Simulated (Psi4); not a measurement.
# [OF2]+ (SMILES F[O+]F): UTPSS/cc-pVTZ

What is the vertical doublet–quartet gap of [OF2]+ at UTPSS/cc-pVTZ? 

The results are computed with Psi4 1.11.

1 further run of the same task is left out (it didn't finish).

### 1 The molecule

[OF2]+ has 3 atoms, charge +1, and is taken as a doublet. As SMILES, `F[O+]F`. The shape is that of a PBE0-D4/def2-TZVP optimisation.

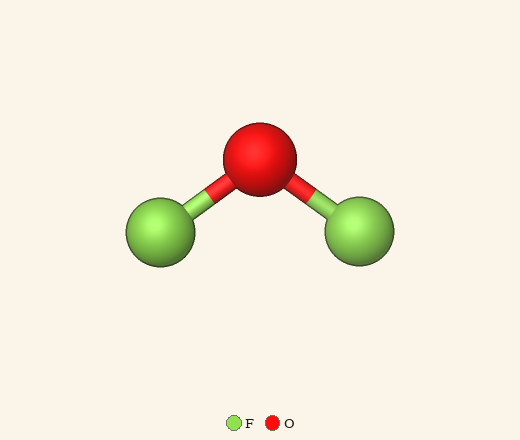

The structure, seen from a chosen angle (fluorine green, oxygen red).

### 2 A single-point energy at UTPSS/cc-pVTZ

Input file job.in:

```
memory 2.2 GB

molecule mol {
  1 2
  F      0.920200    -0.309010     0.473410
  O      0.000640     0.505210     0.055670
  F     -0.920840    -0.196190    -0.529090
  symmetry c1
}

set globals {
  reference            uks
  puream               true
  e_convergence        1e-09
  d_convergence        1e-08
  scf_type             pk
  dft_radial_points    99
  dft_spherical_points 590
  maxiter              100
}

e_tot, wfn = energy('tpss/cc-pVTZ', return_wfn=True)
oeprop(wfn, 'WIBERG_LOWDIN_INDICES', 'LOWDIN_CHARGES', 'MULLIKEN_CHARGES', title='TPSS')
```

Started as:

```bash
$ psi4 job.in job.out -n 1
```

job.out:

```text
[...]
  Running in c1 symmetry.
[...]
  Nuclear repulsion =   79.155290775448890
[...]
  Multiplicity = 2
[...]
  Nalpha       = 13
  Nbeta        = 12
[...]
    Number of basis functions: 90
[...]
   @UKS iter   1:  -274.27823378268079    4.56971e-01   4.97900e-03 DIIS/ADIIS
[...]
   @UKS iter  13:  -274.34341010206538   -1.13687e-13   5.42449e-09 DIIS
[...]
   @S^2 Observed:                7.520206674E-01
[...]
    Orbital Energies [Eh]
    ---------------------
    Alpha Occupied:
       1A    -24.917112     2A    -24.917109     3A    -19.583676
       4A     -1.754588     5A     -1.594363     6A     -1.273112
       7A     -1.005959     8A     -0.957454     9A     -0.946255
      10A     -0.814437    11A     -0.776660    12A     -0.775915
      13A     -0.702673
    Alpha Virtual:
      14A     -0.472245    15A     -0.422505    16A      0.167143
      17A      0.176999    18A      0.181112    19A      0.303471
      20A      0.343847    21A      0.372458    22A      0.406129
      23A      0.421303    24A      0.438112    25A      0.536796
[...]
  @UKS Final Energy:  -274.34341010206538
   => Energetics <=
    Nuclear Repulsion Energy =             79.1552907754488899
    One-Electron Energy =                -528.1017981992965815
    Two-Electron Energy =                 203.5533275579503538
    DFT Exchange-Correlation Energy =     -28.9502302361680144
    Empirical Dispersion Energy =           0.0000000000000000
    VV10 Nonlocal Energy =                  0.0000000000000000
    Total Energy =                       -274.3434101020653770
[...]
 Multipole Moments:
 ------------------------------------------------------------------------------------
     Multipole            Electronic (a.u.)      Nuclear  (a.u.)        Total (a.u.)
 ------------------------------------------------------------------------------------
 L = 1.  Multiply by 2.5417464519 to convert [e a0] to [Debye]
 Dipole X            :         -0.0131349            0.0231422            0.0100073
 Dipole Y            :         -0.2427893            0.4280823            0.1852929
 Dipole Z            :         -0.0000000            0.0000000           -0.0000000
 Magnitude           :                                                    0.1855630
[...]
  Mulliken Charges: (a.u.)
   Center  Symbol    Alpha    Beta     Spin     Total
       1     F     4.48323  4.26420  0.21903  0.25256
       2     O     4.03353  3.47160  0.56194  0.49487
       3     F     4.48323  4.26420  0.21903  0.25257
   Total alpha = 13.00000, Total beta = 12.00000, Total charge =  1.00000
  Lowdin Charges: (a.u.)
   Center  Symbol    Alpha    Beta     Spin     Total
       1     F     4.44615  4.22353  0.22262  0.33032
       2     O     4.10770  3.55294  0.55476  0.33935
       3     F     4.44615  4.22353  0.22262  0.33033
[...]
```

It took 20 s on 1 thread of Intel Xeon 6975P-C (Granite Rapids), shared host; peak memory 1.3 GiB.

### 3 The quartet: energy and forces at UTPSS/cc-pVTZ

Input file f2o.xyz:

```xyz
3
F2O
F      0.920200    -0.309010     0.473410
O      0.000640     0.505210     0.055670
F     -0.920840    -0.196190    -0.529090
```

Input file job.py:

```python
import psi4

psi4.set_memory('2200 MB')
psi4.set_num_threads(1)
psi4.set_output_file('run.log', False)

with open('f2o.xyz') as f:
    atoms = ''.join(f.readlines()[2:])
molecule = psi4.geometry('1 4\n' + atoms + 'symmetry c1\nno_reorient\nno_com')

psi4.set_options({
    'basis': 'cc-pVTZ',
    'reference': 'uks',
    'puream': True,
    'e_convergence': 1e-09,
    'd_convergence': 1e-08,
    'scf_type': 'pk',
    'dft_radial_points': 99,
    'dft_spherical_points': 590,
    'maxiter': 100,
})

e, wfn = psi4.gradient("tpss", return_wfn=True)
psi4.oeprop(wfn, "LOWDIN_CHARGES", "MAYER_INDICES", "MULLIKEN_CHARGES", title="TPSS")
print('gradient / Eh bohr^-1')
print(e.np.round(6))
print(f'energy = {wfn.energy():.10f} Eh')
```

Started as:

```bash
$ python job.py
```

run.log, shortened:

```text
[...]
  Running in c1 symmetry.
[...]
  Nuclear repulsion =   79.155290775448890
[...]
  Multiplicity = 4
[...]
  Nalpha       = 14
  Nbeta        = 11
[...]
    Number of basis functions: 90
[...]
   @UKS iter   1:  -274.04763920589090    6.87565e-01   2.84930e-03 DIIS/ADIIS
[...]
   @UKS iter  24:  -274.07459422895880   -6.42331e-12   7.59280e-09 DIIS
[...]
   @S^2 Observed:                3.758445305E+00
[...]
  @UKS Final Energy:  -274.07459422895880
   => Energetics <=
    Nuclear Repulsion Energy =             79.1552907754488899
    One-Electron Energy =                -528.2960504137546422
    Two-Electron Energy =                 204.1164686128745416
    DFT Exchange-Correlation Energy =     -29.0503032035275623
    Empirical Dispersion Energy =           0.0000000000000000
    VV10 Nonlocal Energy =                  0.0000000000000000
    Total Energy =                       -274.0745942289588015
[...]
 Multipole Moments:
 ------------------------------------------------------------------------------------
     Multipole            Electronic (a.u.)      Nuclear  (a.u.)        Total (a.u.)
 ------------------------------------------------------------------------------------
 L = 1.  Multiply by 2.5417464519 to convert [e a0] to [Debye]
 Dipole X            :          0.0067658           -0.0012094            0.0055564
 Dipole Y            :          1.0833752           -0.9545385            0.1288367
 Dipole Z            :          0.1225348           -0.1053711            0.0171636
 Magnitude           :                                                    0.1300936
[...]
  -Total Gradient:
     Atom            X                  Y                   Z
    ------   -----------------  -----------------  -----------------
       1       -0.261398413914     0.110020050514    -0.132045833727
       2        0.005947361514    -0.183270063486    -0.016789800410
       3        0.255451124940     0.073259984006     0.148836765960
[...]
  Mulliken Charges: (a.u.)
   Center  Symbol    Alpha    Beta     Spin     Total
       1     F     4.78007  3.93378  0.84629  0.28615
       2     O     4.44724  3.12073  1.32651  0.43203
       3     F     4.77269  3.94548  0.82721  0.28182
   Total alpha = 14.00000, Total beta = 11.00000, Total charge =  1.00000
  Lowdin Charges: (a.u.)
   Center  Symbol    Alpha    Beta     Spin     Total
[...]
```

On the terminal:

```text
gradient / Eh bohr^-1
[[-0.261398  0.11002  -0.132046]
 [ 0.005947 -0.18327  -0.01679 ]
 [ 0.255451  0.07326   0.148837]]
energy = -274.0745942290 Eh
```

Run time: 38 s. Hardware: 1 thread of Intel Xeon 6975P-C (Granite Rapids), shared host; peak memory 1.3 GiB.

### 4 Outcome

Level: UTPSS/cc-pVTZ.

| quantity | value |
| --- | --- |
| doublet: total energy | -274.34341 Eh |
| doublet: HOMO energy (highest over α and β) | -19.12 eV |
| doublet: LUMO energy (lowest over α and β) | -17.04 eV |
| doublet: ⟨S²⟩ | 0.752 |
| quartet: total energy | -274.07459 Eh |
| quartet: HOMO energy (highest over α and β) | -13.05 eV |
| quartet: ⟨S²⟩ | 3.758 |
| quartet: largest force on an atom | 16.087 eV/Å |
| vertical energy of the quartet above the doublet | 7.315 eV |

What this shows: At this shape the quartet lies 7.31 eV (706 kJ/mol) above the doublet.
